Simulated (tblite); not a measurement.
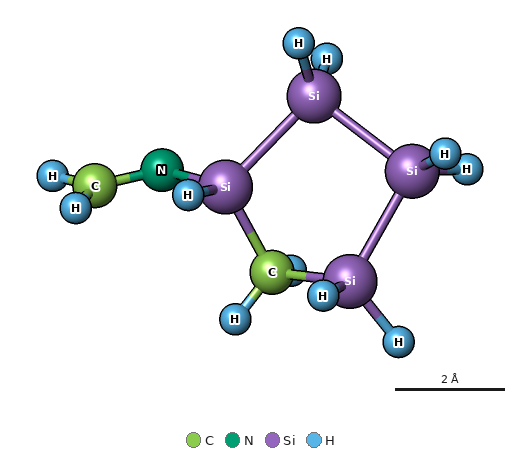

*The input geometry (ball-and-stick view, seen at a tilt).*

Bond lengths as drawn: C–H 1.10 Å, C–N 1.30 Å, C–Si 1.85 Å, H–Si 1.48 to 1.50 Å, N–Si 1.72 Å and Si–Si 2.33 to 2.34 Å.

Geometry relaxation of C₂H₁₁NSi₄ (part 1 of 4)

C₂H₁₁NSi₄, computed with GFN2-xTB geometry optimisation, gas phase (tblite 0.8.0).

It belongs to a series of runs on one base structure; here: H on Si replaced by N=CH2.

**Log**
```
step      E/eV     max force
  0    -534.43842    3.483
  1    -534.59107    3.007
  2    -534.66457    0.590
  3    -534.69026    0.406
  4    -534.71848    0.387
  5    -534.73632    0.391
  6    -534.76404    0.349
  7    -534.78331    0.309
  8    -534.80079    0.339
  9    -534.81512    0.321
 10    -534.82716    0.239
 11    -534.83345    0.155
 12    -534.83721    0.138
 13    -534.84105    0.152
 14    -534.84554    0.198
 15    -534.85028    0.184
 16    -534.85429    0.164
 17    -534.85735    0.172
 18    -534.86015    0.178
 19    -534.86356    0.144
 20    -534.86787    0.155
 21    -534.87250    0.156
 22    -534.87690    0.152
 23    -534.88200    0.192
 24    -534.88796    0.206
 25    -534.89287    0.192
 26    -534.89616    0.144
 27    -534.89891    0.129
 28    -534.90162    0.120
 29    -534.90411    0.116
 30    -534.90601    0.078
 31    -534.90749    0.195
 32    -534.90915    0.155
 33    -534.91177    0.150
 34    -534.91780    0.145
 35    -534.92093    0.144
 36    -534.92423    0.116
 37    -534.92636    0.115
 38    -534.92834    0.095
 39    -534.93005    0.109
 40    -534.93177    0.116
 41    -534.93370    0.120
 42    -534.93585    0.127
 43    -534.93769    0.107
 44    -534.93891    0.166
 45    -534.94003    0.143
 46    -534.94125    0.097
 47    -534.94384    0.081
 48    -534.94535    0.117
 49    -534.94750    0.116
 50    -534.94882    0.088
 51    -534.95005    0.091
 52    -534.95123    0.093
 53    -534.95269    0.127
 54    -534.95445    0.156
 55    -534.95651    0.141
 56    -534.95854    0.099
 57    -534.96015    0.080
 58    -534.96126    0.062
 59    -534.96205    0.075
 60    -534.96280    0.071
 61    -534.96357    0.059
 62    -534.96420    0.051
 63    -534.96460    0.049
 64    -534.96491    0.045
 65    -534.96524    0.052
 66    -534.96557    0.090
 67    -534.96587    0.037
 68    -534.96608    0.025
 69    -534.96622    0.023
 70    -534.96635    0.033
 71    -534.96656    0.040
 72    -534.96674    0.029
 73    -534.96690    0.022
 74    -534.96701    0.019
 75    -534.96709    0.019
 76    -534.96715    0.017
 77    -534.96722    0.017
 78    -534.96729    0.019
 79    -534.96737    0.020
 80    -534.96747    0.031
 81    -534.96757    0.037
 82    -534.96768    0.035
 83    -534.96781    0.025
 84    -534.96795    0.026
 85    -534.96808    0.021
 86    -534.96815    0.017
 87    -534.96819    0.019
 88    -534.96824    0.018
 89    -534.96831    0.019
 90    -534.96843    0.024
 91    -534.96859    0.025
 92    -534.96874    0.028
 93    -534.96884    0.024
 94    -534.96891    0.022
 95    -534.96900    0.022
 96    -534.96915    0.027
 97    -534.96937    0.040
 98    -534.96962    0.040
 99    -534.96981    0.037
100    -534.96994    0.032
101    -534.97007    0.028
102    -534.97027    0.036
103    -534.97054    0.045
104    -534.97082    0.064
105    -534.97105    0.064
106    -534.97124    0.046
107    -534.97143    0.037
108    -534.97164    0.031
109    -534.97178    0.034
110    -534.97192    0.035
111    -534.97211    0.037
112    -534.97235    0.042
113    -534.97254    0.033
114    -534.97265    0.022
115    -534.97271    0.018
116    -534.97276    0.017
117    -534.97282    0.023
118    -534.97290    0.023
119    -534.97298    0.020
120    -534.97306    0.022
121    -534.97315    0.022
122    -534.97324    0.023
123    -534.97331    0.020
124    -534.97336    0.014
125    -534.97339    0.012
126    -534.97342    0.014
127    -534.97345    0.017
128    -534.97351    0.025
129    -534.97360    0.027
130    -534.97371    0.021
131    -534.97379    0.018
132    -534.97384    0.019
133    -534.97388    0.021
134    -534.97393    0.021
135    -534.97398    0.019
136    -534.97402    0.014
137    -534.97405    0.013
138    -534.97406    0.013
139    -534.97408    0.009
```

**Trajectory as extended XYZ (Å, eV, eV/Å), 45 of the 140 frames kept, from step=0 to step=139**
```
18
Properties=species:S:1:pos:R:3:forces:R:3 step=0 energy=-534.43842
C     3.1518   -0.3560    1.3864   -1.9180   0.9020   1.0270
N     1.9367    0.0792    1.5549    3.2140  -1.2440  -0.5050
Si    0.9072    0.0934    0.1760    0.3300   1.4910  -0.0890
C    -0.2081   -1.3760    0.3286    0.0360  -1.2040   0.8200
Si   -1.4915   -1.1904   -0.9860   -1.5490  -0.0580  -1.3290
Si   -2.3481    0.9714   -0.8116    0.1150  -0.0270   0.2110
Si   -0.4513    1.9989    0.0767    0.0130  -0.0480   0.1900
H     3.5654   -0.7015    0.4296   -0.1440   0.1820   0.2940
H     3.8387   -0.3845    2.2480   -0.4210   0.0420  -0.3980
H     1.7312   -0.0022   -1.0457   -0.0490  -0.1710  -0.1160
H    -0.6815   -1.4174    1.3234    0.2330   0.0340  -0.3350
H     0.3495   -2.3177    0.2105   -0.1560   0.2690   0.1130
H    -2.5749   -2.1978   -0.8355    0.3600  -0.0020  -0.0750
H    -0.8607   -1.3566   -2.3347   -0.1650  -0.1200   0.4370
H    -3.4815    1.0312    0.1562    0.1380   0.0630  -0.4470
H    -2.7320    1.5353   -2.1214   -0.1790  -0.0730   0.2520
H     0.1006    3.0394   -0.8317   -0.0900  -0.1060   0.3900
H    -0.7602    2.5577    1.4245    0.2330   0.0700  -0.4380
18
Properties=species:S:1:pos:R:3:forces:R:3 step=3 energy=-534.69026
C     3.1551   -0.3519    1.4021   -0.1690   0.0820   0.0260
N     1.9791    0.0618    1.5417    0.3840  -0.0900  -0.0980
Si    0.9146    0.1363    0.1790    0.0040   0.0600   0.0340
C    -0.2121   -1.3936    0.3347   -0.1280   0.2200  -0.3070
Si   -1.5373   -1.1913   -1.0217   -0.1830   0.0270  -0.0060
Si   -2.3419    0.9715   -0.8044    0.1140   0.0290   0.0270
Si   -0.4515    1.9975    0.0833   -0.0340  -0.0130   0.0230
H     3.5610   -0.6923    0.4465    0.1660   0.0440   0.0240
H     3.8274   -0.3836    2.2420    0.1220  -0.0300   0.2840
H     1.7292   -0.0093   -1.0508   -0.0780  -0.0820  -0.0490
H    -0.6764   -1.4181    1.3199    0.0420  -0.0210  -0.0420
H     0.3489   -2.3178    0.2148   -0.0160   0.0160   0.0390
H    -2.5661   -2.2047   -0.8394   -0.0630  -0.3080  -0.0740
H    -0.8672   -1.3633   -2.3205   -0.0740  -0.1480   0.0470
H    -3.4773    1.0344    0.1369   -0.0180   0.0700  -0.2610
H    -2.7406    1.5323   -2.1092   -0.1560  -0.0260   0.2040
H     0.0964    3.0356   -0.8141   -0.0520  -0.0010   0.2640
H    -0.7501    2.5629    1.4074    0.1410   0.1720  -0.1370
18
Properties=species:S:1:pos:R:3:forces:R:3 step=6 energy=-534.76404
C     3.1838   -0.3533    1.4144    0.1440   0.0050   0.0780
N     2.0101    0.0583    1.5265   -0.1380   0.0800   0.0910
Si    0.9218    0.1554    0.1834    0.0790  -0.3230  -0.1060
C    -0.2301   -1.3706    0.2981    0.0990  -0.0970   0.2150
Si   -1.5875   -1.1950   -1.0358    0.1170  -0.2420   0.1430
Si   -2.3225    0.9759   -0.7981   -0.1080  -0.0490  -0.0520
Si   -0.4552    1.9925    0.0909    0.0960  -0.0400   0.0670
H     3.5946   -0.6813    0.4586    0.3080  -0.0170   0.0380
H     3.8373   -0.3891    2.2814   -0.0350  -0.0390  -0.0210
H     1.7129   -0.0259   -1.0607   -0.0670   0.0010  -0.0230
H    -0.6671   -1.4181    1.3022   -0.0500   0.1330  -0.1780
H     0.3403   -2.3050    0.2181   -0.1330   0.2490  -0.1920
H    -2.5722   -2.2616   -0.8551   -0.0130  -0.1220  -0.0580
H    -0.8844   -1.3936   -2.3087   -0.0980  -0.1080  -0.0830
H    -3.4832    1.0491    0.0856   -0.1790   0.0590   0.0340
H    -2.7733    1.5290   -2.0721   -0.1080   0.0930  -0.0960
H     0.0881    3.0398   -0.7640    0.0760   0.2100  -0.0480
H    -0.7222    2.6000    1.3836    0.0110   0.2060   0.1920
18
Properties=species:S:1:pos:R:3:forces:R:3 step=9 energy=-534.81512
C     3.2103   -0.3498    1.4297    0.0370  -0.0020  -0.0660
N     2.0301    0.0589    1.5224    0.0570  -0.1330  -0.0770
Si    0.9365    0.1340    0.1767    0.0440   0.1880   0.0380
C    -0.2370   -1.3555    0.2861   -0.0450  -0.0100   0.0050
Si   -1.6098   -1.2258   -1.0284   -0.0130  -0.0250  -0.1010
Si   -2.3225    0.9715   -0.7997   -0.1350  -0.0780  -0.0030
Si   -0.4444    1.9871    0.1067    0.0900   0.1050   0.0860
H     3.6607   -0.6732    0.4780    0.0870   0.0800   0.2710
H     3.8433   -0.3980    2.3132   -0.0610   0.0150  -0.0630
H     1.6936   -0.0398   -1.0752    0.0630  -0.0260  -0.1460
H    -0.6710   -1.4011    1.2767   -0.1760   0.0880   0.2470
H     0.3234   -2.2755    0.1943    0.1240  -0.2490  -0.1610
H    -2.5784   -2.3229   -0.8745    0.0890   0.0250   0.0060
H    -0.9123   -1.4325   -2.3102   -0.1210  -0.0730  -0.0170
H    -3.5113    1.0681    0.0504   -0.0940   0.0110   0.0970
H    -2.8125    1.5385   -2.0561    0.0100   0.0540  -0.1250
H     0.0906    3.0681   -0.7293    0.0320   0.0290  -0.0330
H    -0.6981    2.6541    1.3874    0.0120   0.0010   0.0410
18
Properties=species:S:1:pos:R:3:forces:R:3 step=13 energy=-534.84105
C     3.2279   -0.3476    1.4380    0.0320  -0.0160   0.0600
N     2.0413    0.0406    1.5086   -0.0490  -0.0400  -0.0520
Si    0.9456    0.1420    0.1693   -0.0410  -0.0940  -0.0940
C    -0.2422   -1.3560    0.2873    0.0210   0.0000   0.0020
Si   -1.6203   -1.2364   -1.0336    0.0310   0.0540   0.0410
Si   -2.3400    0.9647   -0.8004    0.0000   0.0860   0.0330
Si   -0.4363    1.9992    0.1202   -0.1220  -0.0180  -0.0610
H     3.7144   -0.6601    0.5117    0.1050   0.0340  -0.0380
H     3.8412   -0.3992    2.3305   -0.0180   0.0290   0.1030
H     1.6906   -0.0488   -1.1003   -0.0260   0.0210   0.0030
H    -0.6896   -1.3834    1.2854    0.0830  -0.0450  -0.1110
H     0.3220   -2.2838    0.1663   -0.1040   0.0770   0.0790
H    -2.5689   -2.3506   -0.8811    0.0430   0.0350   0.0400
H    -0.9441   -1.4642   -2.3193   -0.0600  -0.0340  -0.0580
H    -3.5372    1.0779    0.0482    0.0110  -0.0160   0.0330
H    -2.8257    1.5486   -2.0626    0.0730  -0.0190   0.0160
H     0.0969    3.0843   -0.7173    0.0120  -0.0140  -0.0220
H    -0.6842    2.6790    1.3974    0.0100  -0.0410   0.0270
18
Properties=species:S:1:pos:R:3:forces:R:3 step=16 energy=-534.85429
C     3.2410   -0.3489    1.4505    0.0270   0.0040  -0.0390
N     2.0437    0.0139    1.4843    0.0130  -0.0010  -0.0040
Si    0.9424    0.1426    0.1492    0.0680  -0.1120   0.0250
C    -0.2450   -1.3547    0.2828    0.0030   0.0530  -0.0630
Si   -1.6239   -1.2245   -1.0355    0.0150  -0.0860  -0.0140
Si   -2.3526    0.9761   -0.7933    0.0130  -0.0250   0.0210
Si   -0.4545    2.0078    0.1169    0.0870  -0.1060   0.0200
H     3.7661   -0.6414    0.5323    0.0270   0.0730   0.0890
H     3.8353   -0.3924    2.3633   -0.1580   0.0170  -0.0420
H     1.6869   -0.0508   -1.1205   -0.0540   0.0350  -0.0090
H    -0.6887   -1.3818    1.2807    0.0520  -0.0040  -0.0740
H     0.3070   -2.2879    0.1646   -0.0440   0.0570   0.0380
H    -2.5517   -2.3574   -0.8744   -0.0040   0.0760   0.0590
H    -0.9784   -1.4907   -2.3358   -0.0540   0.0520   0.0300
H    -3.5499    1.0796    0.0564    0.0070  -0.0020   0.0080
H    -2.8152    1.5503   -2.0649    0.0190   0.0150  -0.0090
H     0.1020    3.0862   -0.7138   -0.0130   0.0030  -0.0320
H    -0.6733    2.6802    1.4054   -0.0040  -0.0490  -0.0040
18
Properties=species:S:1:pos:R:3:forces:R:3 step=19 energy=-534.86356
C     3.2499   -0.3471    1.4552   -0.0680   0.0560   0.0110
N     2.0467   -0.0042    1.4684    0.0020  -0.0090   0.0200
Si    0.9494    0.1297    0.1381    0.0180   0.1020  -0.0120
C    -0.2463   -1.3479    0.2713   -0.0020  -0.0370  -0.0170
Si   -1.6252   -1.2247   -1.0379   -0.0720   0.0720  -0.0190
Si   -2.3583    0.9787   -0.7867    0.0380  -0.0670  -0.0220
Si   -0.4518    1.9991    0.1173    0.1400  -0.0250   0.0220
H     3.8070   -0.6189    0.5547    0.0360   0.0470  -0.0220
H     3.8108   -0.3857    2.3832   -0.0210  -0.0090   0.0770
H     1.6768   -0.0470   -1.1370   -0.0030   0.0100  -0.0820
H    -0.6820   -1.3797    1.2681   -0.0550   0.0710   0.0580
H     0.2924   -2.2844    0.1674    0.0840  -0.0970  -0.0610
H    -2.5435   -2.3532   -0.8600   -0.0980  -0.0240   0.0790
H    -1.0082   -1.5006   -2.3446    0.0070   0.0520  -0.0290
H    -3.5571    1.0805    0.0628    0.0230   0.0020  -0.0200
H    -2.8052    1.5533   -2.0664    0.0080   0.0030   0.0380
H     0.1023    3.0859   -0.7150   -0.0470  -0.0740   0.0240
H    -0.6664    2.6726    1.4095    0.0080  -0.0750  -0.0460
18
Properties=species:S:1:pos:R:3:forces:R:3 step=22 energy=-534.87690
C     3.2628   -0.3362    1.4679   -0.0030   0.0340   0.1140
N     2.0497   -0.0362    1.4423   -0.0150   0.0300  -0.0320
Si    0.9657    0.1217    0.1142   -0.0340  -0.0800  -0.1250
C    -0.2476   -1.3445    0.2498    0.0420  -0.0910   0.0600
Si   -1.6426   -1.2182   -1.0462   -0.0010  -0.0700   0.0790
Si   -2.3601    0.9743   -0.7773    0.0720   0.0860   0.0100
Si   -0.4251    1.9776    0.1217   -0.1230   0.0180  -0.0470
H     3.8838   -0.5671    0.5955   -0.0770   0.0780   0.0170
H     3.7615   -0.3761    2.4300    0.1070  -0.0470   0.0680
H     1.6576   -0.0385   -1.1818    0.0310   0.0050  -0.0710
H    -0.6789   -1.3621    1.2524   -0.0360   0.0790  -0.0270
H     0.2800   -2.2923    0.1605    0.0410  -0.0080  -0.0930
H    -2.5469   -2.3493   -0.8198   -0.1180  -0.0220   0.0470
H    -1.0609   -1.5084   -2.3642    0.0250   0.0450  -0.0380
H    -3.5644    1.0829    0.0682    0.0700   0.0060  -0.0530
H    -2.7870    1.5594   -2.0609   -0.0050   0.0020   0.0670
H     0.0953    3.0732   -0.7130    0.0050  -0.0240  -0.0120
H    -0.6516    2.6462    1.4089    0.0200  -0.0420   0.0360
18
Properties=species:S:1:pos:R:3:forces:R:3 step=25 energy=-534.89287
C     3.2656   -0.3187    1.4917   -0.0120   0.0060   0.0180
N     2.0454   -0.0532    1.4202    0.0180   0.0140  -0.0360
Si    0.9772    0.1040    0.0785    0.0460  -0.0800  -0.0180
C    -0.2416   -1.3562    0.2368   -0.0120   0.0230  -0.0720
Si   -1.6567   -1.2228   -1.0421    0.0380  -0.1360   0.0100
Si   -2.3443    0.9775   -0.7688   -0.0020  -0.0260   0.0080
Si   -0.4112    1.9557    0.1182   -0.1060   0.0120  -0.0040
H     3.9215   -0.5082    0.6301   -0.0960   0.0810   0.1450
H     3.7312   -0.3759    2.4744    0.0260  -0.0150  -0.0750
H     1.6478   -0.0270   -1.2317    0.0480  -0.0320  -0.0400
H    -0.6806   -1.3349    1.2378    0.0850  -0.0670  -0.0580
H     0.2828   -2.3062    0.1427   -0.0460   0.0170   0.0350
H    -2.5776   -2.3389   -0.7707   -0.0130   0.0570  -0.0370
H    -1.0949   -1.4934   -2.3821   -0.0560   0.0000   0.1140
H    -3.5514    1.0837    0.0658    0.0220   0.0250   0.0000
H    -2.7688    1.5648   -2.0450   -0.0280   0.0450  -0.0290
H     0.0864    3.0517   -0.7183    0.0570   0.0700  -0.0470
H    -0.6395    2.6042    1.4108    0.0320   0.0050   0.0870
18
Properties=species:S:1:pos:R:3:forces:R:3 step=28 energy=-534.90162
C     3.2703   -0.3064    1.5124   -0.1070   0.0390  -0.0160
N     2.0468   -0.0701    1.3975    0.0230  -0.0220   0.0270
Si    0.9907    0.0871    0.0488   -0.0010   0.1190  -0.0170
C    -0.2396   -1.3592    0.2177    0.0350   0.0010  -0.0320
Si   -1.6663   -1.2365   -1.0388   -0.0590   0.0930   0.0170
Si   -2.3409    0.9747   -0.7638   -0.0440  -0.0800  -0.0710
Si   -0.4121    1.9463    0.1175    0.0870   0.0370   0.0080
H     3.9572   -0.4567    0.6747    0.0000   0.0380   0.0040
H     3.7115   -0.3756    2.5043   -0.0300   0.0100  -0.0130
H     1.6445   -0.0265   -1.2736    0.0430  -0.0490   0.0080
H    -0.6711   -1.3250    1.2194    0.0630  -0.0600   0.0180
H     0.2737   -2.3130    0.1333    0.0110  -0.0660   0.0160
H    -2.5945   -2.3343   -0.7451   -0.0500  -0.0120  -0.0290
H    -1.1349   -1.4967   -2.3850   -0.0080  -0.0490   0.0120
H    -3.5486    1.0899    0.0648   -0.0070   0.0230   0.0270
H    -2.7617    1.5751   -2.0383   -0.0110   0.0150   0.0010
H     0.0888    3.0490   -0.7214    0.0090  -0.0130   0.0370
H    -0.6224    2.5840    1.4239    0.0440  -0.0230   0.0010
```
